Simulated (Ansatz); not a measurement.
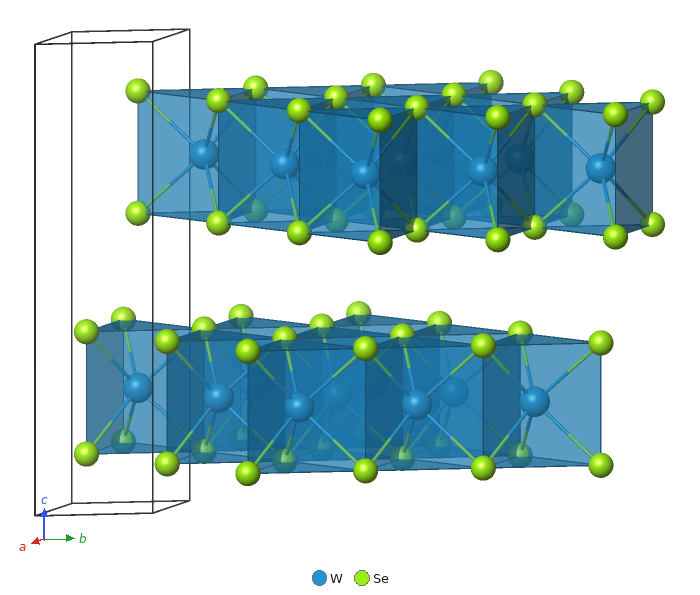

Polyhedra are drawn about W (bonds: Se–W below 2.9 Å); other atoms are plain spheres.

WSe2 (space group P6_3/mmc, No. 194): the end point of a relaxation in a fixed cell with DFT PBE+D3(BJ), scalar-relativistic, plane waves, PAW (Ansatz).

**What figure surrounds each W atom, and what does it share with the other drawn polyhedra?**

W: WSe6 trigonal prism, sharing edges with six neighbours.

**How do these polyhedra hang together as a whole?**

They form layers of edge-sharing trigonal prisms parallel to (001).
